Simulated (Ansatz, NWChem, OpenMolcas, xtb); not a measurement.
**Ligand exchange: CH4 + NaSH → H2S + CH3Na**

Species: CH4 (methane) `C`, singlet; NaSH `[Na][SH]`, singlet; H2S (hydrogen sulfide) `S`, singlet; CH3Na `[CH3][Na]`, singlet. The partners trade CH3 for SH: H–CH3 and Na–SH bonds give way to H–SH and Na–CH3.

Shapes, held fixed at every level: PBE0-D4/def2-TZVP. Programs: Ansatz 0.2.0, NWChem 7.3.0, OpenMolcas 26.06, xtb 6.7.1. A level may come from different programs for different species; with the same settings they agree closely. The zero-point and thermal change to 298 K, harmonic and unscaled (PBE0-D4/def2-TZVP), is -11.5 kJ/mol.

```
               level                    kind  ΔH(298 K) (kJ/mol)  less CCSD(T)/def2-TZVPP
            GFN2-xTB          semi-empirical              +225.6                    +35.4
   PBE-D4/def2-TZVPP                     GGA              +180.2                    -10.0
r2SCAN-D4/def2-TZVPP                meta-GGA              +199.0                     +8.8
       PBE0/def2-SVP           global hybrid              +197.8                     +7.6
  PBE0-D4/def2-TZVPP           global hybrid              +193.2                     +3.0
  wB97M-V/def2-TZVPP  range-separated hybrid              +190.5                     +0.3
    CCSD(T)/def2-SVP   coupled cluster or CI              +194.2                     +4.0
  CCSD(T)/def2-TZVPP   coupled cluster or CI              +190.2                      0.0
```

The highest level, CCSD(T)/def2-TZVPP, gives ΔH(298 K) = +190.2 kJ/mol; the levels span +180.2 to +225.6. The column of differences is taken from that level and isn't an error. No measured value is set beside it here. Outer-core shells of Na are correlated in most correlated rows, in sets that cover them unevenly.

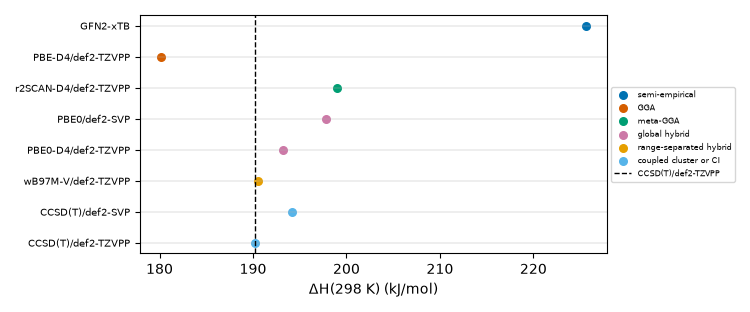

The values of the table, level by level.
